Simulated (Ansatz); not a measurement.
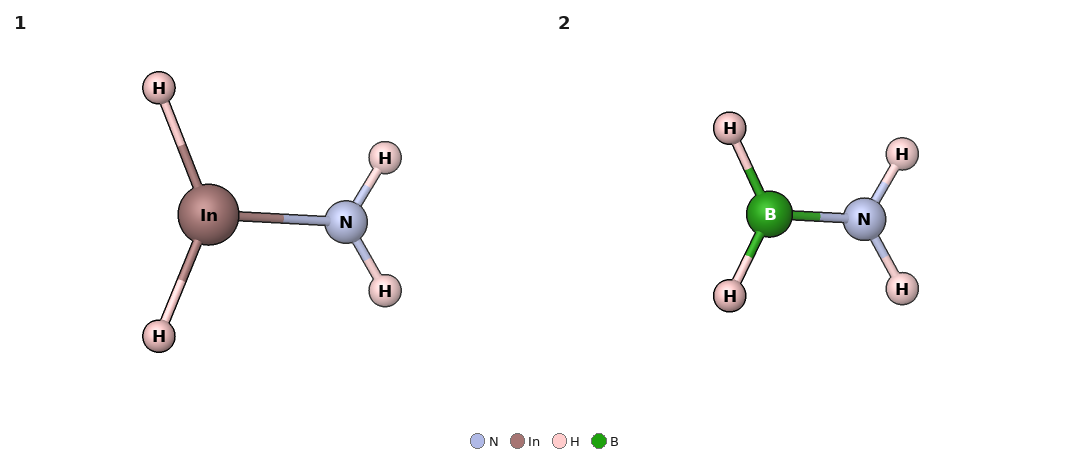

2 molecules with one skeleton, seen from the same side and at one scale. Each species is neutral and a spin singlet. Computed geometries: PBE0-D4/def2-TZVP optimisations, one conformation each. Properties computed with Ansatz 0.2.0. Elements past Kr carry core potentials.

One atom differs, called X below: In in panel 1, B in panel 2. Their formulas are H4InN (`[NH2][InH2]`), BH4N (`BN`).

Question: In which is the angle H–X–H larger (PBE0-D4/def2-TZVP)?

Answer: In panel 1 (X = In).

Question: In which is the HOMO–LUMO gap larger (PBE0-D4/def2-QZVPP)?

Answer: In panel 2 (X = B).

Give the values. With PBE0-D4/def2-TZVP: mean length of X–H (Å), length of X–N (Å), angle H–X–H (°). With PBE0-D4/def2-QZVPP: HOMO energy (Kohn–Sham orbital) (eV), HOMO–LUMO gap (eV). With ωB97M-V/def2-TZVPP: dipole moment (D), vertical ionisation energy (eV).

| quantity | 1 (In) | 2 (B) | 2 − 1 |
| --- | --- | --- | --- |
| mean length of X–H (Å) | 1.712 | 1.197 | −0.515 |
| length of X–N (Å) | 2.007 | 1.385 | −0.622 |
| angle H–X–H (°) | 130.0 | 122.0 | −8.0 |
| HOMO energy (Kohn–Sham orbital) (eV) | −6.98 | −8.72 | −1.74 |
| HOMO–LUMO gap (eV) | 5.86 | 8.85 | +2.99 |
| dipole moment (D) | 0.38 | 1.97 | +1.59 |
| vertical ionisation energy (eV) | 9.21 | 11.39 | +2.18 |
